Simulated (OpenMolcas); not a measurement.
Al$_{2}$H$_{4}$: single-point calculation (part 3 of 3)

Al$_{2}$H$_{4}$, SMILES [AlH2][AlH2]; MCPF/ANO-RCC-VDZ, RHF, DKH2, in an applied electric field (OpenMolcas 26.06). The geometry comes from this level: GFN2-xTB.

Geometry of the input (Å):
```
Al -0.8541  -0.9475  0.0105
Al 0.4499  1.1689  0.2433
H  -2.1960  -1.7681  0.2746
H  0.3663  -1.6390  -0.7642
H  1.6916  0.5121  -0.5277
H  0.5423  2.6737  0.7635
```

The program's output, continued
```
        1 AL1    1s         0.8112    0.5841   -0.0223    0.0171   -0.0003   -0.0004   -0.0001    0.0001    0.0004    0.0002
        2 AL1    2s         0.0228    0.0164    0.7916   -0.6072    0.0119    0.0158    0.0041   -0.0031   -0.0101   -0.0112
        3 AL1    3s        -0.0037   -0.0027    0.0198   -0.0188    0.0039   -0.0047    0.0010   -0.0010    0.0043   -0.0000
        4 AL1    4s        -0.0002   -0.0001    0.0053   -0.0049    0.0002   -0.0005    0.0001   -0.0002   -0.0000    0.0016
        5 AL1    2px       -0.0000   -0.0000    0.0131   -0.0107   -0.1967   -0.2885    0.3252   -0.2519    0.6497    0.5331
        6 AL1    3px        0.0000   -0.0000   -0.0002   -0.0010   -0.0021   -0.0047    0.0021   -0.0014    0.0118    0.0092
        7 AL1    4px        0.0000    0.0000   -0.0001   -0.0000    0.0006    0.0008   -0.0018    0.0015   -0.0020   -0.0006
        8 AL1    2py       -0.0000   -0.0000   -0.0057    0.0035    0.4733    0.6299   -0.2803    0.2191    0.3788    0.3277
        9 AL1    3py       -0.0000   -0.0000   -0.0007   -0.0018    0.0088    0.0041   -0.0014    0.0008    0.0076    0.0030
       10 AL1    4py       -0.0000   -0.0000    0.0001   -0.0004   -0.0020   -0.0023    0.0016   -0.0015   -0.0015   -0.0005
       11 AL1    2pz       -0.0000   -0.0000   -0.0137    0.0105    0.2985    0.4074    0.6603   -0.5178   -0.1592   -0.1208
       12 AL1    3pz       -0.0000   -0.0000   -0.0007    0.0001    0.0049    0.0034    0.0034   -0.0018   -0.0020   -0.0032
       13 AL1    4pz       -0.0000   -0.0000    0.0001   -0.0001   -0.0012   -0.0015   -0.0039    0.0034    0.0005    0.0002
       14 AL2    1s        -0.5841    0.8112   -0.0171   -0.0223   -0.0005    0.0004   -0.0001   -0.0001    0.0003   -0.0002
       15 AL2    2s        -0.0164    0.0228    0.6075    0.7913    0.0174   -0.0128    0.0032    0.0039   -0.0071    0.0117
       16 AL2    3s         0.0027   -0.0037    0.0142    0.0234    0.0028    0.0057    0.0008    0.0012    0.0047   -0.0009
       17 AL2    4s         0.0001   -0.0001    0.0038    0.0062    0.0003    0.0006    0.0000    0.0003   -0.0001   -0.0017
       18 AL2    2px       -0.0000    0.0000    0.0108    0.0135   -0.7270    0.5375    0.2622    0.3331   -0.0082    0.0305
       19 AL2    3px       -0.0000    0.0000    0.0009   -0.0010   -0.0109    0.0031    0.0016    0.0017   -0.0017   -0.0017
       20 AL2    4px       -0.0000    0.0000   -0.0000   -0.0003    0.0028   -0.0017   -0.0014   -0.0020    0.0003   -0.0002
       21 AL2    2py       -0.0000    0.0000   -0.0037   -0.0063   -0.1134    0.0676   -0.2124   -0.2694   -0.5891    0.7178
       22 AL2    3py        0.0000   -0.0000    0.0011   -0.0015   -0.0025   -0.0023   -0.0015   -0.0016   -0.0117    0.0112
       23 AL2    4py       -0.0000   -0.0000    0.0002   -0.0001    0.0007   -0.0003    0.0011    0.0015    0.0022   -0.0012
       24 AL2    2pz       -0.0000    0.0000   -0.0107   -0.0142    0.3221   -0.2430    0.5154    0.6609   -0.2387    0.2770
       25 AL2    3pz        0.0000   -0.0000   -0.0004   -0.0006    0.0044   -0.0018    0.0028    0.0025   -0.0033    0.0053
       26 AL2    4pz       -0.0000   -0.0000    0.0001    0.0001   -0.0012    0.0009   -0.0029   -0.0042    0.0009   -0.0005
       27 H3     1s         0.0000   -0.0000   -0.0035    0.0028   -0.0019    0.0004   -0.0003    0.0002   -0.0111   -0.0069
       28 H3     2s        -0.0000   -0.0000   -0.0006    0.0004   -0.0003   -0.0000   -0.0000   -0.0000    0.0014    0.0015
       29 H4     1s        -0.0000   -0.0000   -0.0029    0.0025   -0.0074   -0.0078    0.0005   -0.0004    0.0045    0.0022
       30 H4     2s        -0.0000   -0.0000   -0.0002    0.0006    0.0003    0.0011   -0.0002    0.0002   -0.0019   -0.0014
       31 H5     1s        -0.0000   -0.0000   -0.0021   -0.0032   -0.0095    0.0053    0.0004    0.0005    0.0040   -0.0032
       32 H5     2s         0.0000   -0.0000   -0.0001   -0.0006    0.0004   -0.0009   -0.0002   -0.0002   -0.0016    0.0017
       33 H6     1s        -0.0000   -0.0000   -0.0028   -0.0038   -0.0020   -0.0009   -0.0003   -0.0003   -0.0103    0.0095
       34 H6     2s        -0.0000   -0.0000   -0.0005   -0.0007   -0.0003   -0.0002   -0.0000   -0.0000    0.0008   -0.0015

          Orbital           11        12        13        14        15        16        17        18        19        20
          Occ. No.          1.9728    1.9680    1.9640    1.9568    1.9522    0.0456    0.0363    0.0300    0.0248    0.0147

        1 AL1    1s         0.0064   -0.0057    0.0004   -0.0008   -0.0022   -0.0040   -0.0017    0.0055    0.0016    0.0004
        2 AL1    2s         0.0430   -0.0356   -0.0000   -0.0262   -0.0039   -0.1235   -0.0489    0.1054    0.0278    0.0092
        3 AL1    3s         0.4172   -0.3716    0.0760    0.2320   -0.2029    0.8764    0.3314   -0.5476   -0.1083   -0.0744
        4 AL1    4s        -0.0322    0.0358   -0.0093    0.0273   -0.0139   -0.0471   -0.0555    0.0089   -0.0172    0.0907
        5 AL1    2px       -0.0143   -0.0106    0.0520   -0.0333    0.0034   -0.0021    0.0311    0.0297   -0.0306   -0.0031
        6 AL1    3px        0.0789    0.0723   -0.2976    0.3544    0.0012   -0.0618    0.5538    0.5308   -0.4808    0.2601
        7 AL1    4px       -0.0032   -0.0005    0.0180   -0.0065    0.0011   -0.0033   -0.0116   -0.0161    0.0208   -0.0414
        8 AL1    2py        0.0016   -0.0217    0.0207    0.0106    0.0471   -0.0106   -0.0153    0.0113    0.0306    0.0035
        9 AL1    3py       -0.0006    0.1158   -0.0932   -0.0069   -0.4104    0.0296   -0.2651    0.4226    0.7160   -0.1875
       10 AL1    4py        0.0011   -0.0067    0.0049    0.0067    0.0173   -0.0180    0.0003   -0.0347   -0.0541    0.0513
       11 AL1    2pz        0.0051   -0.0036   -0.0145    0.0179    0.0176   -0.0023   -0.0193   -0.0067    0.0245   -0.0111
       12 AL1    3pz       -0.0028   -0.0259    0.0989   -0.1437   -0.1832    0.1212   -0.3154   -0.1439    0.4660    0.5084
       13 AL1    4pz        0.0036   -0.0062   -0.0050    0.0054    0.0048   -0.0085    0.0013    0.0018   -0.0325   -0.0971
       14 AL2    1s         0.0067    0.0054   -0.0004    0.0010   -0.0021    0.0039   -0.0017    0.0056   -0.0010    0.0000
       15 AL2    2s         0.0457    0.0340   -0.0019    0.0280    0.0017    0.1196   -0.0514    0.1094   -0.0163    0.0041
       16 AL2    3s         0.4279    0.3446   -0.0115   -0.2394   -0.2585   -0.8485    0.3568   -0.5705    0.0458   -0.0564
       17 AL2    4s        -0.0338   -0.0353   -0.0062   -0.0281   -0.0175    0.0426   -0.0599    0.0057    0.0285    0.0976
       18 AL2    2px       -0.0087   -0.0147    0.0111    0.0279   -0.0395   -0.0067    0.0322   -0.0006    0.0429   -0.0038
       19 AL2    3px        0.0392    0.0707   -0.0809   -0.1935    0.3847    0.0875    0.5583   -0.2072    0.8557    0.2446
       20 AL2    4px       -0.0026   -0.0055    0.0062    0.0099   -0.0135   -0.0152   -0.0051    0.0260   -0.0555   -0.0574
       21 AL2    2py        0.0094   -0.0306   -0.0508   -0.0184   -0.0259   -0.0067   -0.0159   -0.0283   -0.0117   -0.0001
       22 AL2    3py       -0.0583    0.1677    0.2769    0.2495    0.2206   -0.0312   -0.3004   -0.6173   -0.0918   -0.2799
       23 AL2    4py        0.0016   -0.0073   -0.0164   -0.0012   -0.0087   -0.0128    0.0100    0.0279   -0.0070    0.0345
       24 AL2    2pz        0.0056   -0.0050   -0.0237   -0.0186    0.0086   -0.0004   -0.0200   -0.0086   -0.0224   -0.0118
       25 AL2    3pz       -0.0058    0.0684    0.1369    0.1659   -0.1164   -0.1338   -0.3278   -0.2204   -0.4073    0.5237
       26 AL2    4pz        0.0037    0.0036   -0.0086   -0.0048    0.0010    0.0050    0.0022    0.0069    0.0268   -0.1041
       27 H3     1s         0.1853   -0.2962    0.3927   -0.2844    0.1466   -0.6104    0.1519    0.8382   -0.0421    0.0515
       28 H3     2s         0.0084    0.0182   -0.0153   -0.0068    0.0089    0.0573    0.0552   -0.0645    0.0938   -0.0280
       29 H4     1s         0.2173   -0.1838   -0.1577    0.3999    0.2883   -0.4216   -0.8404   -0.0209    0.6956   -0.0110
       30 H4     2s        -0.0282    0.0149    0.0351   -0.0091    0.0125    0.0858    0.0256   -0.0522   -0.0595   -0.0300
       31 H5     1s         0.2188    0.1513   -0.2134   -0.4086    0.2661    0.3764   -0.8813    0.0625   -0.6659   -0.0214
       32 H5     2s        -0.0285   -0.0082    0.0354    0.0031    0.0159   -0.0855    0.0280   -0.0630    0.0490   -0.0283
       33 H6     1s         0.2068    0.3610    0.3661    0.2644    0.1567    0.5967    0.1145    0.8330    0.1152    0.0725
       34 H6     2s         0.0096   -0.0156   -0.0030    0.0166    0.0166   -0.0474    0.0589   -0.0626   -0.1074   -0.0365

          Orbital           21        22        23        24        25        26        27        28        29        30
          Occ. No.          0.0129    0.0066    0.0050    0.0047    0.0042    0.0034    0.0034    0.0023    0.0021    0.0019

        1 AL1    1s        -0.0063    0.0019   -0.0013    0.0002    0.0027    0.0006    0.0053   -0.0144   -0.0166   -0.0243
        2 AL1    2s        -0.1052    0.0219   -0.0086    0.0051    0.0317    0.0275    0.0446   -0.1732   -0.2534   -0.3500
        3 AL1    3s         0.5023   -0.0403   -0.0025   -0.0567   -0.1188   -0.1645   -0.0500    0.5155    1.0374    1.3453
        4 AL1    4s        -0.0304   -0.1446   -0.0433    0.1232    0.3056   -0.4810    0.4736    0.0180    0.7347    0.5375
        5 AL1    2px        0.0712   -0.0061   -0.0090    0.0189   -0.0038   -0.0015   -0.0088   -0.0591    0.0437    0.2188
        6 AL1    3px        0.9461   -0.3252   -0.0509    0.1703   -0.0516   -0.0378   -0.0243   -0.8371    0.5095    2.4280
        7 AL1    4px       -0.1267    0.0966    0.1734   -0.5971    0.0453   -0.0929   -0.0267   -0.7525    0.1648    1.1875
        8 AL1    2py        0.0598   -0.0029   -0.0000   -0.0003   -0.0034    0.0060   -0.0125   -0.0069    0.1162    0.1107
        9 AL1    3py        0.8405    0.2129   -0.0380   -0.0541   -0.0050    0.0916   -0.0019   -0.3030    1.3010    1.0904
       10 AL1    4py       -0.1100   -0.0837   -0.0220   -0.1036   -0.3805    0.5741    0.3866   -0.3631    0.7295    0.2851
       11 AL1    2pz       -0.0082   -0.0010    0.0033   -0.0077    0.0005    0.0004   -0.0010    0.0228    0.0320   -0.0487
       12 AL1    3pz       -0.0446   -0.6175    0.0440   -0.1205   -0.0040    0.0583   -0.0508    0.2454    0.4165   -0.5557
       13 AL1    4pz       -0.0078    0.2318   -0.1177    0.2583   -0.1169    0.1341    0.2901    0.0728    0.4558   -0.2601
       14 AL2    1s         0.0066   -0.0018    0.0021   -0.0016    0.0029   -0.0005    0.0051   -0.0147    0.0146    0.0248
       15 AL2    2s         0.1096   -0.0214    0.0263   -0.0128    0.0325   -0.0268    0.0426   -0.1806    0.2284    0.3549
       16 AL2    3s        -0.5203    0.0390   -0.1124    0.0016   -0.1161    0.1665   -0.0436    0.5542   -0.9590   -1.3529
       17 AL2    4s         0.0463    0.1409    0.1222    0.0076    0.3251    0.4697    0.4643    0.0992   -0.7148   -0.5229
       18 AL2    2px        0.0201    0.0003    0.0111    0.0013   -0.0005    0.0059    0.0053   -0.0351    0.0818   -0.0023
       19 AL2    3px        0.3115    0.2663    0.1119    0.0821   -0.0294    0.0941   -0.0371   -0.2871    0.9245   -0.1510
       20 AL2    4px       -0.0425   -0.0904   -0.1528   -0.0329    0.4589    0.4761   -0.4481   -0.1628    0.5835   -0.2648
       21 AL2    2py        0.0874   -0.0072   -0.0229   -0.0058    0.0037    0.0024    0.0158    0.0597    0.1036    0.2291
       22 AL2    3py        1.1805   -0.2858   -0.2076   -0.0528    0.0236    0.0161    0.0557    0.9177    1.2199    2.4622
       23 AL2    4py       -0.1580    0.0840    0.4977    0.1766    0.1037    0.1652   -0.1693    0.8486    0.6549    1.0675
       24 AL2    2pz        0.0238    0.0002   -0.0127   -0.0030    0.0017    0.0008    0.0035    0.0382   -0.0033    0.0827
       25 AL2    3pz        0.2828    0.5826   -0.1703   -0.0470   -0.0029   -0.0420   -0.0233    0.4800   -0.0862    0.9095
       26 AL2    4pz       -0.0230   -0.2195    0.3044    0.0715   -0.1126   -0.0220    0.2620    0.3014   -0.2916    0.4098
       27 H3     1s         0.6200   -0.0239   -0.0792    0.1896   -0.0151    0.2044   -0.1761   -0.9352    0.1980    1.5620
       28 H3     2s        -0.0857   -0.0216   -0.2284    0.5722    0.1749    0.1830   -0.3316   -1.1258    0.0170    1.4933
       29 H4     1s        -0.2136    0.0370    0.2615   -0.2148   -0.0844    0.0402   -0.0489    0.6105    0.5458   -1.2814
       30 H4     2s         0.1244    0.0507    0.3045   -0.4415    0.1210   -0.2313    0.2440    0.7158    0.9771   -1.1546
       31 H5     1s         0.2136   -0.0380   -0.3573    0.1005   -0.0254   -0.0216   -0.0342    0.7768   -0.4383    1.1903
       32 H5     2s        -0.1415   -0.0531   -0.5510    0.0209    0.2450    0.2435    0.2351    0.9141   -0.8435    1.0361
       33 H6     1s        -0.6069    0.0270    0.2940    0.0504   -0.0276   -0.2183   -0.1929   -1.0496   -0.3558   -1.4768
       34 H6     2s         0.1150    0.0299    0.7237    0.0930    0.1051   -0.2399   -0.3431   -1.2340   -0.2103   -1.3773

          Orbital           31        32        33        34
          Occ. No.          0.0019    0.0018    0.0012    0.0007

        1 AL1    1s        -0.0058   -0.0055    0.0193    0.0400
        2 AL1    2s        -0.0753   -0.0898    0.2919    0.5824
        3 AL1    3s         0.2584    0.3929   -1.2204   -2.2923
        4 AL1    4s         0.0569    0.2785   -0.9456   -1.3772
        5 AL1    2px       -0.0105    0.0346    0.0066   -0.0487
        6 AL1    3px       -0.1304    0.2856    0.0456   -0.3918
        7 AL1    4px        0.1268   -0.1026   -0.0262   -0.0539
        8 AL1    2py        0.0037    0.0574    0.0458    0.0019
        9 AL1    3py       -0.0304    0.7278    0.5306    0.0405
       10 AL1    4py       -0.2863    0.5076    0.3040    0.0511
       11 AL1    2pz       -0.0035   -0.0164    0.0127    0.0229
       12 AL1    3pz       -0.0054   -0.4469    0.2011    0.2437
       13 AL1    4pz        0.4692   -0.6732    0.2052    0.0800
       14 AL2    1s        -0.0056    0.0064    0.0229   -0.0381
       15 AL2    2s        -0.0698    0.0998    0.3458   -0.5549
       16 AL2    3s         0.2266   -0.4230   -1.4321    2.1793
       17 AL2    4s         0.0188   -0.2702   -1.0718    1.3002
       18 AL2    2px        0.0024    0.0346   -0.0401    0.0236
       19 AL2    3px        0.1018    0.4699   -0.4778    0.2108
       20 AL2    4px        0.3822    0.3736   -0.3079    0.0679
       21 AL2    2py        0.0109    0.0515   -0.0175   -0.0420
       22 AL2    3py        0.1503    0.4794   -0.2036   -0.3244
       23 AL2    4py       -0.0865    0.0465   -0.1179   -0.0231
       24 AL2    2pz       -0.0013    0.0290    0.0093   -0.0271
       25 AL2    3pz        0.0764    0.5674    0.1611   -0.2715
       26 AL2    4pz        0.6106    0.6138    0.1781   -0.0744
       27 H3     1s        -0.1710    0.3081    0.5978    0.6120
       28 H3     2s        -0.2019    0.2864    0.6248    0.7467
       29 H4     1s         0.0586    0.0193    0.6677    1.2100
       30 H4     2s         0.0227    0.2139    0.8114    1.3602
       31 H5     1s        -0.0313   -0.0323    0.7917   -1.1697
       32 H5     2s        -0.1146   -0.2158    0.9434   -1.3105
       33 H6     1s        -0.1754   -0.2825    0.5941   -0.5431
       34 H6     2s        -0.1962   -0.2509    0.6285   -0.6598
--

++    Molecular charges:
      ------------------

      Mulliken charges per centre and basis function type
      ---------------------------------------------------

                AL1     AL2     H3      H4      H5      H6
      1s       2.0000  2.0000  1.1231  1.0470  1.0541  1.1565
      2s       1.9937  1.9938  0.0011 -0.0179 -0.0195  0.0002
      2px      1.9976  1.9975  0.0000  0.0000  0.0000  0.0000
      2pz      1.9973  1.9973  0.0000  0.0000  0.0000  0.0000
      2py      1.9975  1.9976  0.0000  0.0000  0.0000  0.0000
      3s       1.1533  1.1625  0.0000  0.0000  0.0000  0.0000
      3px      0.7554  0.7075  0.0000  0.0000  0.0000  0.0000
      3pz      0.2302  0.2294  0.0000  0.0000  0.0000  0.0000
      3py      0.6945  0.7517  0.0000  0.0000  0.0000  0.0000
      4s      -0.0071 -0.0085  0.0000  0.0000  0.0000  0.0000
      4px      0.0028  0.0015  0.0000  0.0000  0.0000  0.0000
      4pz      0.0021  0.0026  0.0000  0.0000  0.0000  0.0000
      4py      0.0020  0.0032  0.0000  0.0000  0.0000  0.0000
      Total   12.8194 12.8360  1.1242  1.0290  1.0346  1.1567

      N-E      0.1806  0.1640 -0.1242 -0.0290 -0.0346 -0.1567

      Total electronic charge=   30.000000

      Total            charge=    0.000000
--

++    Molecular properties:
      ---------------------

      Dipole Moment (debye):
      Origin of the operator (angstrom)=   -0.1810    0.0991    0.1137
                   X= -5.0203E-01               Y= -4.6923E-02               Z= -1.3125E+00           Total=  1.4060E+00
      Quadrupole Moment (debye*angstrom):
      Origin of the operator (angstrom)=   -0.1810    0.0991    0.1137
                  XX= -3.6451E+01              XY= -2.9663E+00              XZ=  4.1395E+00              YY= -3.8557E+01
                  YZ= -4.0352E+00              ZZ= -2.8094E+01
      In traceless form (debye*angstrom)
                  XX= -3.1252E+00              XY= -4.4494E+00              XZ=  6.2092E+00              YY= -6.2852E+00
                  YZ= -6.0529E+00              ZZ=  9.4104E+00
--

--- Stop Module: cpf /rc=_RC_ALL_IS_WELL_ ---
--- Module cpf spent 1 second ---

.##################.
.# Happy landing! #.
.##################.

    Timing: Wall=3.15 User=2.64 System=0.49
```

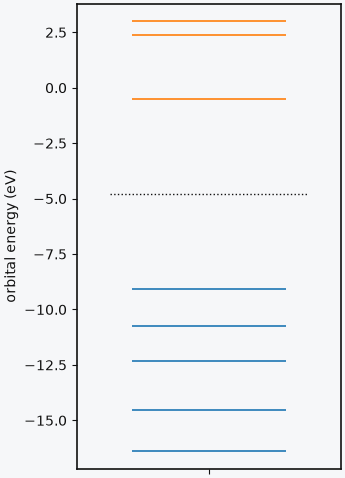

*Orbital energies near the frontier; the dotted line parts filled from empty levels, and levels within 0.02 eV of each other stand side by side.*

Highest filled −9.07 eV, lowest empty −0.49 eV, 8.58 eV apart.

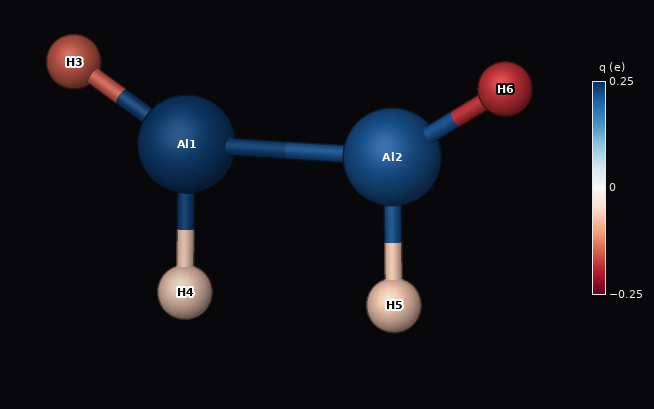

*Mulliken charges, as the colour of each atom (ball-and-stick view, seen at a tilt; atoms are numbered from 1 in the order of the input).*

By element: Al +0.22 to +0.24 and H −0.18 to −0.06 e.

Summary

```json
{"quantity": "outcome", "value": "converged"}
{"quantity": "total energy", "value": "−487.113331 hartree"}
{"quantity": "SCF energy", "value": "−486.922761 hartree"}
{"quantity": "correlation energy", "value": "−0.190569 hartree"}
{"quantity": "basis functions", "value": "34"}
{"quantity": "HOMO", "value": "−9.07 eV"}
{"quantity": "LUMO", "value": "−0.49 eV"}
{"quantity": "dipole moment", "value": "1.32 debye"}
{"quantity": "wall time", "value": "3.6 s"}
{"quantity": "peak memory", "value": "0.23 GiB"}
```

Notes

Settings chosen away from the usual ones: frozen set to 0 (from 10); mem set to 300 (from default).
